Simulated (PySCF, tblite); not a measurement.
# C3H5Br: changes of charge, part 1 of 2

Aim: compute the changes of charge of C3H5Br (`C=CCBr`).

Computed with tblite 0.8.0 and PySCF 2.14.0 and routines of our own; the level stands in each step. Atoms count from 0.

### 1 The starting structure

9 atoms, charge 0, multiplicity 1; geometry from: start built from the parent or by distance geometry.

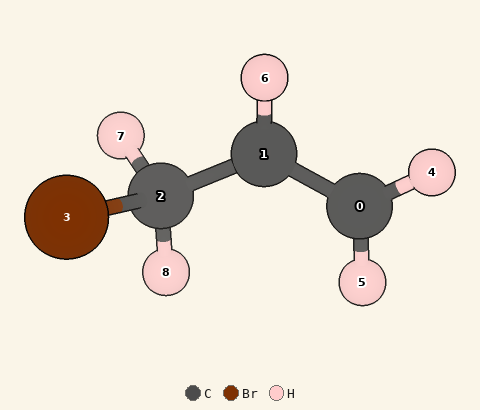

The starting geometry (carbon dark grey, bromine brown, hydrogen pink).

### 2 Relaxing the molecule with GFN2-xTB

The job: settings as JSON, then the geometry in Å.

```
{"job": {"kind": "relax", "xc": "GFN2-xTB", "basis": "xTB"}, "charge": 0, "multiplicity": 1}
C      1.425500    -0.289300    -0.096000
C      0.291100     0.467000     0.024400
C     -1.067200    -0.060300    -0.155700
Br    -2.054100     0.132900     1.497800
H      2.388100     0.148100     0.081100
H      1.355100    -1.336600    -0.366100
H      0.405800     1.514600     0.302100
H     -1.608100     0.551300    -0.898100
H     -1.109200    -1.115700    -0.439900
```

Command:

```bash
$ OMP_NUM_THREADS=1 python redox_run.py task.json out
```

The driver reads the jobs from task.json and runs them one after another.

Log:

```text
step      E/eV     max force
  0    -354.10014    3.056
  1    -354.14489    2.508
  2    -354.18956    0.297
  3    -354.19351    0.158
  4    -354.19613    0.095
  5    -354.19664    0.081
  6    -354.19771    0.053
  7    -354.19794    0.044
  8    -354.19813    0.033
  9    -354.19830    0.050
 10    -354.19853    0.051
 11    -354.19872    0.044
 12    -354.19888    0.044
 13    -354.19904    0.039
 14    -354.19922    0.052
 15    -354.19935    0.037
 16    -354.19941    0.016
 17    -354.19943    0.013
 18    -354.19944    0.014
 19    -354.19946    0.015
 20    -354.19947    0.009
```

Wall time 0.14 s (1 thread of Arm Neoverse V1, shared host).

Relaxation path:

| step | energy from step 0 (eV) | largest force (eV/Å) |
| --- | --- | --- |
| 0 | 0.0000 | 3.0558 |
| 1 | -0.0447 | 2.5082 |
| 2 | -0.0894 | 0.2972 |
| 3 | -0.0934 | 0.1580 |
| 4 | -0.0960 | 0.0946 |
| 5 | -0.0965 | 0.0812 |
| 6 | -0.0976 | 0.0533 |
| 7 | -0.0978 | 0.0441 |
| 8 | -0.0980 | 0.0330 |
| 9 | -0.0982 | 0.0497 |
| 10 | -0.0984 | 0.0514 |
| 11 | -0.0986 | 0.0445 |
| 12 | -0.0987 | 0.0441 |
| 13 | -0.0989 | 0.0390 |
| 14 | -0.0991 | 0.0524 |
| 15 | -0.0992 | 0.0370 |
| 16 | -0.0993 | 0.0164 |
| 17 | -0.0993 | 0.0135 |
| 18 | -0.0993 | 0.0138 |
| 19 | -0.0993 | 0.0149 |
| 20 | -0.0993 | 0.0091 |

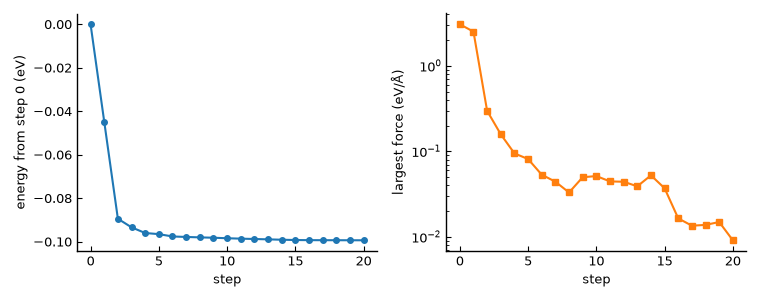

Energy and force, step by step.

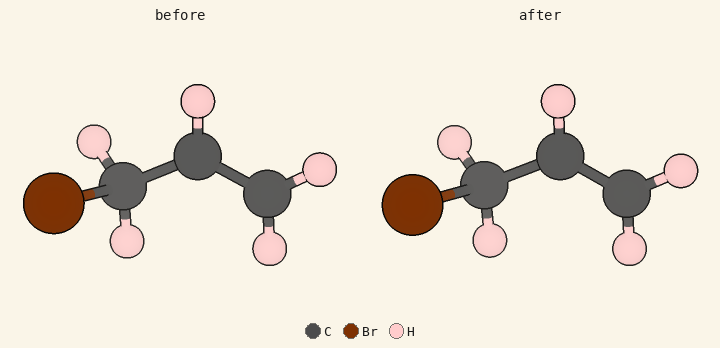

Before and after, at one scale.

Close pairs (by a distance rule), those that changed most:

| bond | before (Å) | after (Å) | change (Å) |
| --- | --- | --- | --- |
| C0–C1 | 1.369 | 1.320 | -0.048 |
| C2–Br3 | 1.935 | 1.973 | +0.038 |
| C1–C2 | 1.468 | 1.484 | +0.016 |
| C2–H7 | 1.104 | 1.090 | -0.013 |
| C1–H6 | 1.090 | 1.082 | -0.008 |
| C0–H5 | 1.084 | 1.078 | -0.006 |
| C2–H8 | 1.094 | 1.089 | -0.005 |
| C0–H4 | 1.072 | 1.076 | +0.004 |

The end geometry stands in the next job.

### 3 Vibrational analysis with GFN2-xTB

The job: settings as JSON, then the geometry in Å.

```
{"job": {"kind": "ir", "xc": "GFN2-xTB", "basis": "xTB"}, "charge": 0, "multiplicity": 1}
C      1.402697    -0.281566    -0.091137
C      0.322947     0.469197     0.027840
C     -1.056683    -0.042780    -0.165791
Br    -2.087981     0.110507     1.509036
H      2.390116     0.121273     0.051005
H      1.342827    -1.327558    -0.344871
H      0.398249     1.514990     0.294321
H     -1.613244     0.545516    -0.895596
H     -1.071804    -1.097593    -0.435167
```

Log:

```text
mode    cm-1     km/mol
  1      77.9      1.03
  2     235.8      2.63
  3     380.5      6.76
  4     522.7     18.85
  5     687.1      1.20
  6     867.6      1.32
  7     905.3     10.02
  8     949.6      2.67
  9    1015.8     18.08
 10    1084.3      2.84
 11    1168.3      1.71
 12    1212.4     41.67
 13    1286.7      2.40
 14    1401.3      1.67
 15    1430.1      1.32
 16    1706.8      2.29
 17    2981.1      4.91
 18    3004.1      5.15
 19    3070.5     13.77
 20    3102.3     14.52
 21    3138.0     24.62
ZPE 180.803  H(298)-E 196.553  G(298)-E 104.205 kJ/mol  S 309.74 J/(mol K)
```

It took 0.17 s on 1 thread of Arm Neoverse V1, shared host.

Which atoms move in the most intense modes:

| cm⁻¹ | km/mol | atoms |
| --- | --- | --- |
| 380 | 6.8 | C0 20 %, C1 20 %, C2 17 %, H5 13 % |
| 523 | 18.9 | C2 39 %, H4 14 %, H5 11 %, C1 11 % |
| 905 | 10.0 | H4 56 %, C0 19 % |
| 1016 | 18.1 | H6 48 %, H5 40 % |
| 1212 | 41.7 | H8 51 %, H7 29 %, C2 10 % |
| 3070 | 13.8 | H6 89 % |
| 3102 | 14.5 | H5 76 %, H4 18 % |
| 3138 | 24.6 | H4 74 %, H5 15 % |

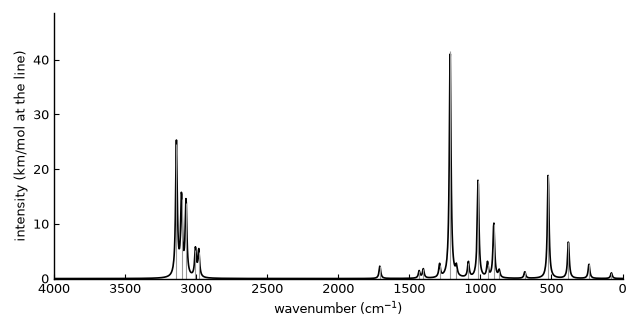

The infrared spectrum from these modes, unscaled. Lines are broadened to a width of 14 cm⁻¹ (Lorentzian).

### 4 Optimising the geometry at PBE0-D3(BJ)/def2-SVP

The job, as its differences from that of step 3:

```diff
@@ -1,2 +1,2 @@
-{"job": {"kind": "ir", "xc": "GFN2-xTB", "basis": "xTB"}, "charge": 0, "multiplicity": 1}
+{"job": {"xc": "PBE0", "basis": "def2-SVP", "d3": "d3bj", "grid": 1, "kind": "geom"}, "charge": 0, "multiplicity": 1}
 C      1.402697    -0.281566    -0.091137
```

Log:

```text
step   0  E = -2690.62221189  max force = 0.015299
step   1  E = -2690.62315240  max force = 0.001940
step   2  E = -2690.62316547  max force = 0.000214
optimisation converged
```

Run time: 9.8 s. Hardware: 1 thread of Arm Neoverse V1, shared host.

Relaxation path:

| step | energy from step 0 (eV) | largest force component (eV/Å) |
| --- | --- | --- |
| 0 | 0.0000 | 0.7867 |
| 1 | -0.0256 | 0.0998 |
| 2 | -0.0259 | 0.0110 |

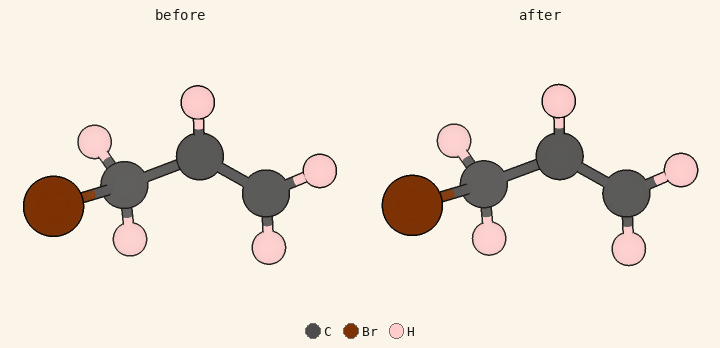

Before and after, at one scale.

Distances of close pairs at the start and the end, largest changes first:

| bond | before (Å) | after (Å) | change (Å) |
| --- | --- | --- | --- |
| C0–H4 | 1.076 | 1.093 | +0.017 |
| C0–H5 | 1.078 | 1.095 | +0.017 |
| C1–H6 | 1.082 | 1.096 | +0.014 |
| C0–C1 | 1.320 | 1.334 | +0.014 |
| C2–Br3 | 1.973 | 1.961 | -0.012 |
| C2–H8 | 1.089 | 1.097 | +0.008 |
| C2–H7 | 1.090 | 1.098 | +0.008 |
| C1–C2 | 1.484 | 1.484 | -0.000 |

The next job starts from the end point, and lists it.

| at the end point | value |
| --- | --- |
| point group (found at 0.08 Å tolerance) | C1 |
| rotational constants (GHz, main isotopes) | 19.518, 1.959, 1.902 |
| dipole moment (D) | 1.89 |

### 5 Harmonic vibrations (C3H5Br): PBE0-D3(BJ)/def2-SVP

The job: settings as JSON, then the geometry in Å.

```
{"job": {"xc": "PBE0", "basis": "def2-SVP", "d3": "d3bj", "grid": 2, "kind": "hessian"}, "charge": 0, "multiplicity": 1}
C      1.411638    -0.291232    -0.089193
C      0.321177     0.467221     0.035223
C     -1.061930    -0.034576    -0.158573
Br    -2.107288     0.114831     1.493270
H      2.412507     0.126595     0.046207
H      1.343477    -1.356744    -0.331804
H      0.417952     1.528725     0.290452
H     -1.620130     0.557412    -0.896073
H     -1.085785    -1.093372    -0.445239
```

Log:

```text
coarse grid: 35232 points
cycle   1  E = -2690.6065978525  dE = -8.424e-01  |g| = 2.391e-01  |ddm| = 2.976e+00
cycle   2  E = -2690.6082410667  dE = -1.643e-03  |g| = 2.328e-01  |ddm| = 5.273e-01
cycle   3  E = -2690.6223514444  dE = -1.411e-02  |g| = 5.528e-02  |ddm| = 2.649e-01
cycle   4  E = -2690.6230030186  dE = -6.516e-04  |g| = 2.472e-02  |ddm| = 7.049e-02
cycle   5  E = -2690.6231605109  dE = -1.575e-04  |g| = 4.334e-03  |ddm| = 2.468e-02
cycle   6  E = -2690.6231650031  dE = -4.492e-06  |g| = 1.442e-03  |ddm| = 5.786e-03
final grid: 73560 points
cycle   7  E = -2690.6231573043  dE =  3.055e-07  |g| = 1.745e-03  |ddm| = 2.754e-03
cycle   8  E = -2690.6231565562  dE =  7.481e-07  |g| = 2.396e-03  |ddm| = 3.654e-03
cycle   9  E = -2690.6231580671  dE = -1.511e-06  |g| = 2.403e-04  |ddm| = 2.228e-03
cycle  10  E = -2690.6231580779  dE = -1.076e-08  |g| = 5.624e-05  |ddm| = 2.371e-04
cycle  11  E = -2690.6231580786  dE = -7.922e-10  |g| = 2.376e-06  |ddm| = 5.292e-05
cycle  12  E = -2690.6231580787  dE = -1.228e-11  |g| = 6.377e-07  |ddm| = 3.329e-06
converged SCF energy = -2690.6231580787

mode    cm-1
  1     104.3
  2     255.1
  3     387.7
  4     557.8
  5     717.3
  6     868.8
  7     956.3
  8     957.8
  9    1026.0
 10    1090.7
 11    1211.8
 12    1222.9
 13    1307.6
 14    1417.3
 15    1457.4
 16    1738.0
 17    3114.1
 18    3160.9
 19    3182.7
 20    3197.7
 21    3266.6
ZPE 186.611  H(298)-E 201.991  G(298)-E 110.313 kJ/mol  S 307.49 J/(mol K)
```

It took 95 s on 1 thread of Arm Neoverse V1, shared host; peak memory 1.4 GiB.

Zero-point energy 186.61 kJ/mol (xTB gave 180.80).

### 6 Single point (C3H5Br): wB97X-D3(BJ)/ma-def2-TZVP

Geometry: PBE0-D3(BJ)/def2-SVP.

The job, as its differences from that of step 5:

```diff
@@ -1,2 +1,2 @@
-{"job": {"xc": "PBE0", "basis": "def2-SVP", "d3": "d3bj", "grid": 2, "kind": "hessian"}, "charge": 0, "multiplicity": 1}
+{"job": {"kind": "sp", "xc": "wB97X", "basis": "ma-def2-TZVP", "d3": "d3bj", "grid": 2}, "charge": 0, "multiplicity": 1}
 C      1.411638    -0.291232    -0.089193
```

Log:

```text
coarse grid: 35232 points
cycle   1  E = -2691.4500725609  dE = -6.891e-01  |g| = 3.636e-01  |ddm| = 2.174e+00
cycle   2  E = -2691.4663883755  dE = -1.632e-02  |g| = 2.618e-01  |ddm| = 4.883e-01
cycle   3  E = -2691.4805792778  dE = -1.419e-02  |g| = 5.236e-02  |ddm| = 1.988e-01
cycle   4  E = -2691.4812419950  dE = -6.627e-04  |g| = 1.975e-02  |ddm| = 5.356e-02
cycle   5  E = -2691.4813437426  dE = -1.017e-04  |g| = 5.193e-03  |ddm| = 3.049e-02
cycle   6  E = -2691.4813533819  dE = -9.639e-06  |g| = 1.464e-03  |ddm| = 1.088e-02
final grid: 73560 points
cycle   7  E = -2691.4813487994  dE = -9.454e-07  |g| = 1.193e-03  |ddm| = 6.330e-03
cycle   8  E = -2691.4813489606  dE = -1.612e-07  |g| = 1.088e-03  |ddm| = 2.939e-03
cycle   9  E = -2691.4813492334  dE = -2.728e-07  |g| = 1.275e-04  |ddm| = 8.292e-04
cycle  10  E = -2691.4813492472  dE = -1.382e-08  |g| = 8.616e-05  |ddm| = 8.934e-04
cycle  11  E = -2691.4813492498  dE = -2.595e-09  |g| = 5.992e-06  |ddm| = 3.694e-04
converged SCF energy = -2691.4813492498
```

Run time: 7.8 s. Hardware: 1 thread of Arm Neoverse V1, shared host; peak memory 0.68 GiB.

### 7 Single point (C3H5Br+ (doublet)): wB97X-D3(BJ)/ma-def2-TZVP

Geometry: PBE0-D3(BJ)/def2-SVP, that of another charge or spin state.

The job, as its differences from that of step 6:

```diff
@@ -1,2 +1,2 @@
-{"job": {"kind": "sp", "xc": "wB97X", "basis": "ma-def2-TZVP", "d3": "d3bj", "grid": 2}, "charge": 0, "multiplicity": 1}
+{"job": {"kind": "sp", "xc": "wB97X", "basis": "ma-def2-TZVP", "d3": "d3bj", "grid": 2}, "charge": 1, "multiplicity": 2}
 C      1.411638    -0.291232    -0.089193
```

Log:

```text
final grid: 73560 points
cycle   1  E = -2691.1102877070  dE = -1.087e-09  |g| = 1.252e-05  |ddm| = 4.870e-05
converged SCF energy = -2691.1102877070
```

Run time: 76 s. Hardware: 1 thread of Arm Neoverse V1, shared host; peak memory 0.77 GiB.

### 8 Optimising the geometry with GFN2-xTB

This step treats C₃H₅Br+ (doublet), labelled `[CH2][CH+]CBr` (the label fixes atoms and charge, not where charge and spin sit).

The job: settings as JSON, then the geometry in Å.

```
{"job": {"kind": "relax", "xc": "GFN2-xTB", "basis": "xTB"}, "charge": 1, "multiplicity": 2}
C      1.427900    -0.297300    -0.094500
C      0.310400     0.475900     0.012200
C     -1.044500    -0.042200    -0.155400
Br    -2.109800     0.129500     1.472700
H      2.409300     0.122800     0.057500
H      1.332500    -1.358500    -0.340600
H      0.418400     1.534600     0.279400
H     -1.608700     0.566400    -0.891000
H     -1.076800    -1.100200    -0.446500
```

Log:

```text
step      E/eV     max force
  0    -339.73484    1.072
  1    -339.75370    0.297
  2    -339.75802    0.204
  3    -339.76207    0.151
  4    -339.76363    0.152
  5    -339.76603    0.155
  6    -339.76780    0.145
  7    -339.77015    0.166
  8    -339.77328    0.216
  9    -339.77888    0.395
 10    -339.78625    0.517
 11    -339.79436    0.409
 12    -339.80140    0.198
 13    -339.80378    0.189
 14    -339.80654    0.214
 15    -339.80875    0.220
 16    -339.81043    0.144
 17    -339.81141    0.082
 18    -339.81208    0.089
 19    -339.81260    0.090
 20    -339.81299    0.061
 21    -339.81326    0.058
 22    -339.81357    0.056
 23    -339.81404    0.083
 24    -339.81459    0.087
 25    -339.81504    0.056
 26    -339.81540    0.050
 27    -339.81578    0.063
 28    -339.81628    0.084
 29    -339.81685    0.080
 30    -339.81739    0.073
 31    -339.81801    0.083
 32    -339.81905    0.131
 33    -339.82093    0.186
 34    -339.82357    0.233
 35    -339.82653    0.218
 36    -339.82975    0.199
 37    -339.83257    0.286
 38    -339.83462    0.361
 39    -339.83965    0.237
 40    -339.84448    0.106
 41    -339.84837    0.200
 42    -339.85088    0.194
 43    -339.85552    0.326
 44    -339.85839    0.284
 45    -339.86174    0.108
 46    -339.86251    0.079
 47    -339.86308    0.054
 48    -339.86326    0.044
 49    -339.86344    0.027
 50    -339.86360    0.033
 51    -339.86369    0.030
 52    -339.86377    0.030
 53    -339.86388    0.039
 54    -339.86400    0.039
 55    -339.86413    0.031
 56    -339.86424    0.027
 57    -339.86432    0.024
 58    -339.86441    0.023
 59    -339.86450    0.023
 60    -339.86455    0.017
 61    -339.86457    0.010
```

Wall time 0.25 s (1 thread of Arm Neoverse V1, shared host).

The steps of the relaxation: (not every step is listed)

| step | energy from step 0 (eV) | largest force (eV/Å) |
| --- | --- | --- |
| 0 | 0.0000 | 1.0717 |
| 1 | -0.0189 | 0.2966 |
| 2 | -0.0232 | 0.2036 |
| 3 | -0.0272 | 0.1514 |
| 4 | -0.0288 | 0.1522 |
| 5 | -0.0312 | 0.1551 |
| 6 | -0.0330 | 0.1445 |
| 7 | -0.0353 | 0.1662 |
| 8 | -0.0384 | 0.2163 |
| 12 | -0.0666 | 0.1983 |
| 16 | -0.0756 | 0.1444 |
| 20 | -0.0781 | 0.0607 |
| 24 | -0.0797 | 0.0868 |
| 28 | -0.0814 | 0.0844 |
| 32 | -0.0842 | 0.1309 |
| 36 | -0.0949 | 0.1987 |
| 40 | -0.1096 | 0.1062 |
| 44 | -0.1235 | 0.2836 |
| 48 | -0.1284 | 0.0435 |
| 52 | -0.1289 | 0.0301 |
| 56 | -0.1294 | 0.0269 |
| 57 | -0.1295 | 0.0238 |
| 58 | -0.1296 | 0.0227 |
| 59 | -0.1297 | 0.0232 |
| 60 | -0.1297 | 0.0173 |
| 61 | -0.1297 | 0.0098 |

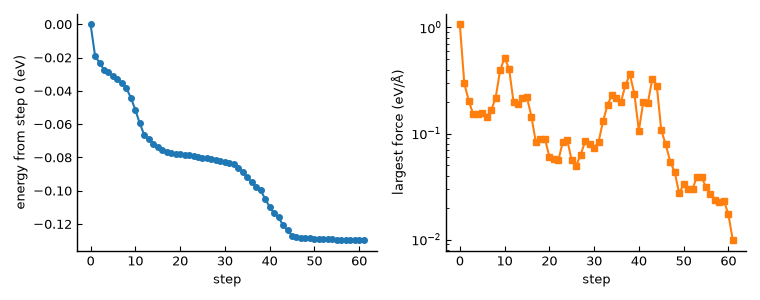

Energy and largest force along the relaxation.

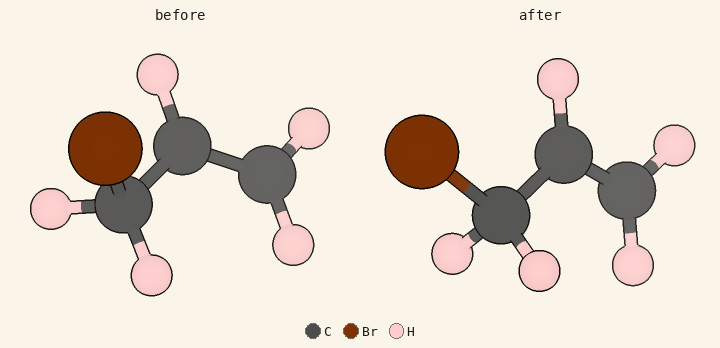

Before and after, at one scale.

Close pairs (by a distance rule), those that changed most:

| bond | before (Å) | after (Å) | change (Å) |
| --- | --- | --- | --- |
| C1–H6 | 1.097 | 1.084 | -0.013 |
| C0–H5 | 1.094 | 1.081 | -0.013 |
| C1–C2 | 1.460 | 1.472 | +0.011 |
| C0–C1 | 1.363 | 1.352 | -0.011 |
| C2–Br3 | 1.953 | 1.948 | -0.005 |
| C2–H7 | 1.109 | 1.104 | -0.005 |
| C2–H8 | 1.098 | 1.102 | +0.004 |
| C0–H4 | 1.078 | 1.080 | +0.001 |

The final coordinates are the input of the step that follows.

### 9 Vibrational analysis with GFN2-xTB

The job: settings as JSON, then the geometry in Å.

```
{"job": {"kind": "ir", "xc": "GFN2-xTB", "basis": "xTB"}, "charge": 1, "multiplicity": 2}
C      1.418025    -0.192635    -0.308319
C      0.334112     0.383900     0.257756
C     -1.027779    -0.109686    -0.001829
Br    -2.456303     0.743148     1.010895
H      2.414024     0.154445    -0.077776
H      1.340775    -1.016116    -1.003645
H      0.451908     1.234167     0.919351
H     -1.293255     0.028777    -1.064839
H     -1.122767    -1.195150     0.162316
```

Log:

```text
mode    cm-1     km/mol
  1      36.4      6.61
  2     223.7      1.51
  3     254.2     25.00
  4     329.8      4.07
  5     507.1     46.61
  6     640.0     12.52
  7     846.9      6.77
  8     922.9     20.47
  9     930.3     20.45
 10     989.9      1.01
 11    1115.4     11.49
 12    1144.2     13.41
 13    1229.5     88.93
 14    1251.3      7.23
 15    1347.6     72.71
 16    1537.4    159.12
 17    2802.4     67.93
 18    2855.8     40.64
 19    3052.8     12.01
 20    3076.9     53.28
 21    3113.8     26.48
ZPE 168.723  H(298)-E 186.251  G(298)-E 89.172 kJ/mol  S 325.61 J/(mol K)
```

Wall time 0.19 s (1 thread of Arm Neoverse V1, shared host).

The strongest bands and the atoms that carry them (share of the mass-weighted mode):

| cm⁻¹ | km/mol | atoms |
| --- | --- | --- |
| 507 | 46.6 | H7 33 %, H8 25 %, C2 19 %, H6 12 % |
| 1230 | 88.9 | H8 42 %, H7 38 % |
| 1348 | 72.7 | H4 44 %, H5 38 %, C1 13 % |
| 1537 | 159.1 | C1 48 %, C0 41 % |
| 2802 | 67.9 | H7 74 %, H8 18 % |
| 2856 | 40.6 | H8 76 %, H7 19 % |
| 3077 | 53.3 | H5 57 %, H4 37 % |
| 3114 | 26.5 | H4 55 %, H5 33 % |

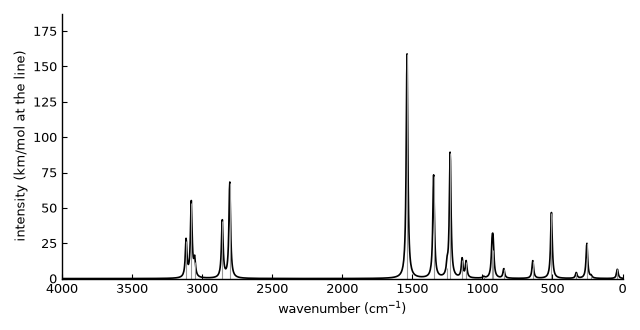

The infrared spectrum from these modes, unscaled. Lines are broadened to a width of 14 cm⁻¹ (Lorentzian).

### 10 Optimising the geometry at PBE0-D3(BJ)/def2-SVP

This step treats C₃H₅Br+ (doublet), labelled `[CH2][CH+]CBr` (the label fixes atoms and charge, not where charge and spin sit).

The job, as its differences from that of step 9:

```diff
@@ -1,2 +1,2 @@
-{"job": {"kind": "ir", "xc": "GFN2-xTB", "basis": "xTB"}, "charge": 1, "multiplicity": 2}
+{"job": {"xc": "PBE0", "basis": "def2-SVP", "d3": "d3bj", "grid": 1, "kind": "geom"}, "charge": 1, "multiplicity": 2}
 C      1.418025    -0.192635    -0.308319
```

Log:

```text
step   0  E = -2690.26494574  max force = 0.028661
step   1  E = -2690.26710537  max force = 0.007064
step   2  E = -2690.26746844  max force = 0.005259
step   3  E = -2690.26766341  max force = 0.003927
step   4  E = -2690.26775004  max force = 0.001211
step   5  E = -2690.26776471  max force = 0.000511
step   6  E = -2690.26776856  max force = 0.000257
optimisation converged
```

It took 38 s on 1 thread of Arm Neoverse V1, shared host.

Along the way:

| step | energy from step 0 (eV) | largest force component (eV/Å) |
| --- | --- | --- |
| 0 | 0.0000 | 1.4738 |
| 1 | -0.0588 | 0.3632 |
| 2 | -0.0686 | 0.2704 |
| 3 | -0.0740 | 0.2019 |
| 4 | -0.0763 | 0.0623 |
| 5 | -0.0767 | 0.0263 |
| 6 | -0.0768 | 0.0132 |

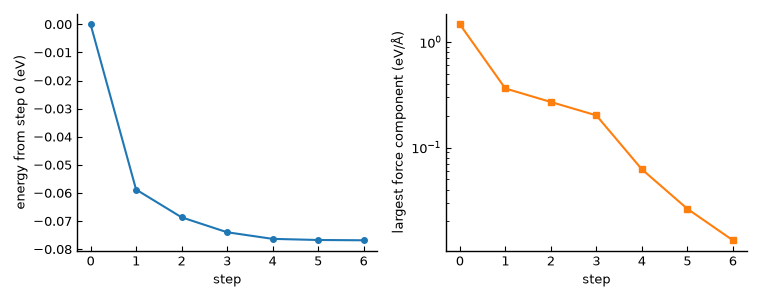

Energy and force, step by step.

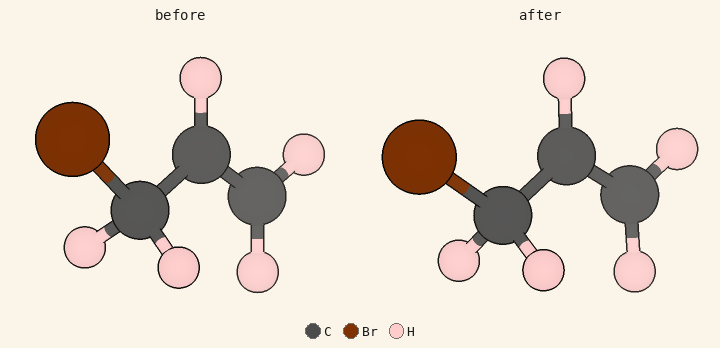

The geometry before (left) and after (right).

Distances of close pairs at the start and the end, largest changes first:

| bond | before (Å) | after (Å) | change (Å) |
| --- | --- | --- | --- |
| C2–Br3 | 1.948 | 1.886 | -0.061 |
| C0–C1 | 1.352 | 1.381 | +0.029 |
| C0–H5 | 1.081 | 1.096 | +0.015 |
| C0–H4 | 1.080 | 1.095 | +0.015 |
| C2–H8 | 1.102 | 1.116 | +0.015 |
| C1–H6 | 1.084 | 1.097 | +0.014 |
| C2–H7 | 1.104 | 1.117 | +0.013 |
| C1–C2 | 1.472 | 1.460 | -0.011 |

The next job starts from the end point, and lists it.

| at the end point | value |
| --- | --- |
| point group (found at 0.08 Å tolerance) | Cs |
| rotational constants (GHz, main isotopes) | 34.330, 1.779, 1.708 |
| ⟨S²⟩ | 0.755 |

(Continued in part 2 of 2.)
